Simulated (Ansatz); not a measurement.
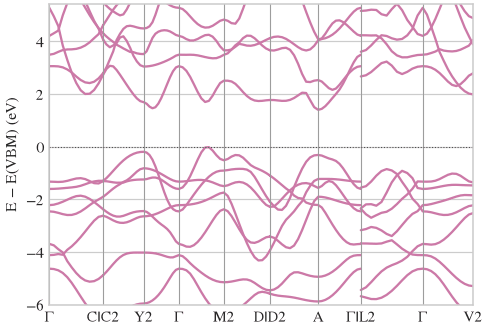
Fig. 1. Band structure from the program Ansatz at the r²SCAN+D4 level (PAW)

Q: Read off the gap and where the band edges lie.

A: About 1.4 eV (1.40 eV by a search for the band edges); maximum on the Γ–M2 line, 63 % of the way from Γ, minimum at A.

The material is InSe in space group C2/m (No. 12; In on 4i, Se on 4i).

The workflow started from a Materials Project entry (that database holds measured and hypothetical structures alike); the Crystallography Open Database copy checked does not list it. It is not the phase usual at ambient conditions (space group No. 194). Symmetry was held in the r²SCAN+D4 relaxation; its stability against distortions is not shown here. Scalar-relativistic: spin–orbit coupling is off unless named, which matters more the heavier the elements.

Potentials: the later of the program's two PAW sets.
